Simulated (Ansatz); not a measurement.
## Electronic structure of CH$_{3}$AlF (doublet) in real space

Input

```
crystal:
  periodic: [false, false, false]
  atoms:
    - { symbol: F, position_ang: [-1.19116, -1.57439, 0.64643] }
    - { symbol: C, position_ang: [-0.10929, -1.00459, 0.07284] }
    - { symbol: Al, position_ang: [0.17695, 0.93705, -0.06478] }
    - { symbol: H, position_ang: [-0.10605, -0.28413, 0.82978] }
    - { symbol: H, position_ang: [0.79487, 1.50101, -1.36182] }
    - { symbol: H, position_ang: [-0.18569, 1.95346, 1.04218] }
magnetization:
  spin_polarized: true
  initial_magnetization: 1
basis:
  gaussian: { orbitals: "6-31G" }
hamiltonian:
  xc: pbe
  dispersion: d4
relax:
  f_tol: 0.02
  max_steps: 50
output:
  orbitals: {}
```

Command:

```sh
ansatz run input.yaml --threads 1 --pin off --max-ram 2048MiB --backend cpu --events-out ev --progress --plain --runs-dir out
```

The fields are those of the relaxed geometry.

All numbers below come from UKS PBE-D4/6-31G in Ansatz.

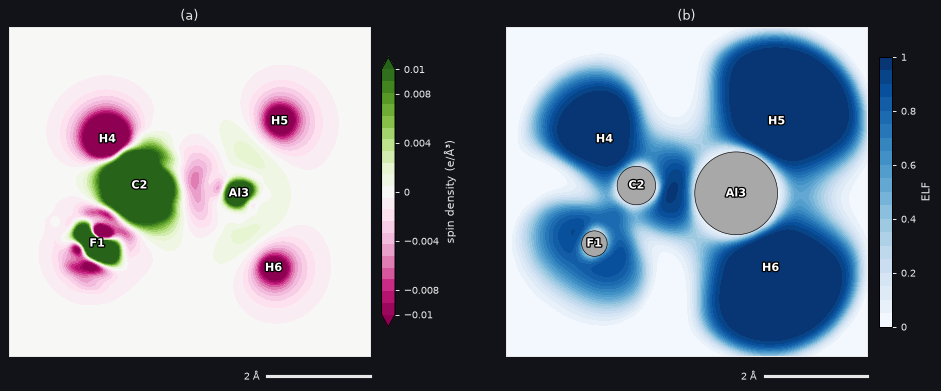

Figure 1. (a) spin density (α minus β); (b) electron localisation function on the molecular plane. Grey discs cover the atomic cores in the ELF map.

### Interpret the plot.

The plane passes through F, C, Al and H nuclei.
C–F (1.40 Å): the ELF peaks at about 0.80 between the atoms, as expected for a polar covalent bond.
C–Al (1.96 Å): the ELF peaks at about 0.95 in the valence shell of C, 0.7 Å from its nucleus, and is about 0.75 at the midpoint.
C–H (1.10 Å): the ELF climbs to about 1 towards the hydrogen, as it does in any bond to H: an ordinary covalent bond to hydrogen.
Al–H (1.61 Å): the ELF climbs to about 1 towards the hydrogen.
The ELF also peaks beside F1, away from the bonds: non-bonding electrons, paired or unpaired.
The unpaired spin (1 electron) lies mostly on C2 (about 0.6), Al3 (about 0.2) and F1 (about 0.1), in electrons by Hirshfeld's partition.

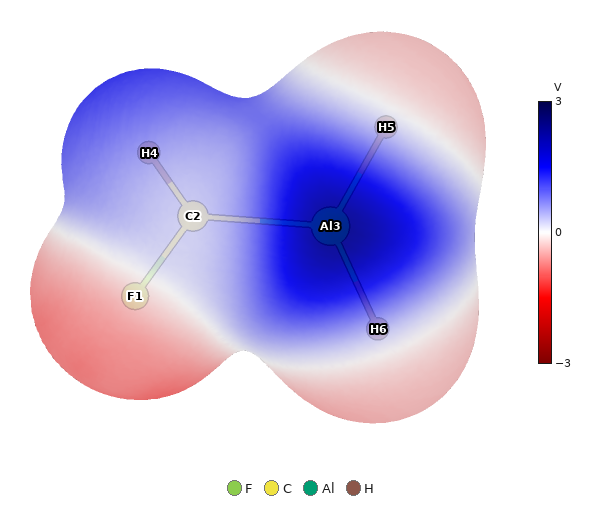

Figure 2. The molecular electrostatic potential painted on the density surface at 0.002 e/bohr³, seen across its widest extent; red is negative and blue positive.

### Describe the electrostatic potential map.

The most negative region (about −0.8 V) lies over F1, the most positive (about +2.4 V) over Al3.

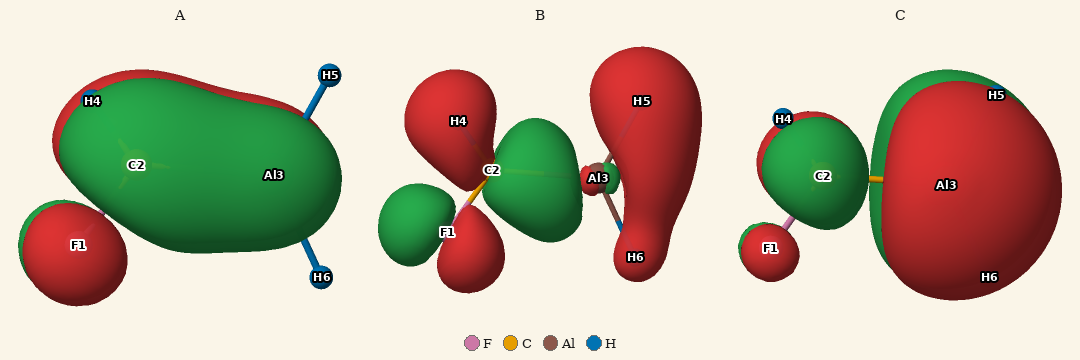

Figure 3. Three frontier orbitals at ±0.08 Å⁻³ᐟ² (green and red are the two phases), in no order.

### Order the three orbitals by energy and name them. All are α orbitals.

B is the HOMO−1 (α) (−7.35 eV). By Hirshfeld shares it lies mainly on F1 (about 30 %), C2 (about 25 %), Al3 (about 20 %), H5 (about 15 %) and H4 (about 10 %); it is symmetric in the molecular plane (an in-plane orbital: σ, lone-pair or in-plane π type). A is the HOMO (α) (−5.31 eV). It lies mainly on C2 (about 55 %), F1 (about 20 %) and Al3 (about 20 %); it changes sign across the molecular plane (π type); π-bonding across C2–Al3; π-antibonding (a node) across F1–C2. C is the LUMO (α) (−1.97 eV). It lies mainly on Al3 (about 70 %) and C2 (about 20 %); it changes sign across the molecular plane (π type).

### What is the gap between the highest occupied and lowest empty α orbitals?

3.34 eV between the orbital energies.

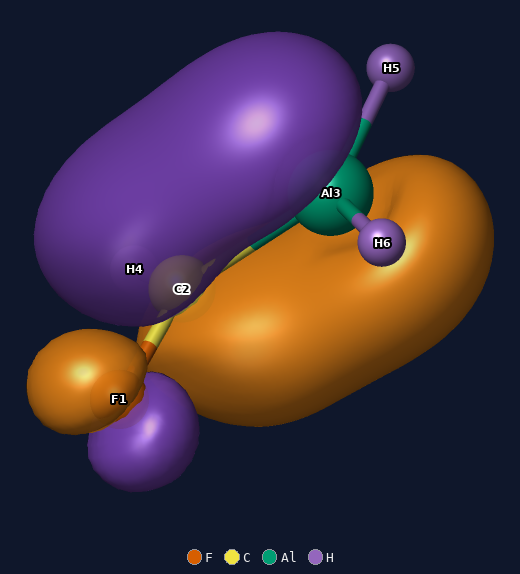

Figure 4. One frontier orbital at ±0.1 Å⁻³ᐟ² (orange and purple are the two phases), seen at an oblique angle.

### Which orbital is it: HOMO (β) or LUMO (β)?

The LUMO (β), at −3.92 eV. By Hirshfeld shares it lies mainly on C2 (about 45 %), Al3 (about 35 %) and F1 (about 15 %); it changes sign across the molecular plane (π type); π-bonding across C2–Al3.
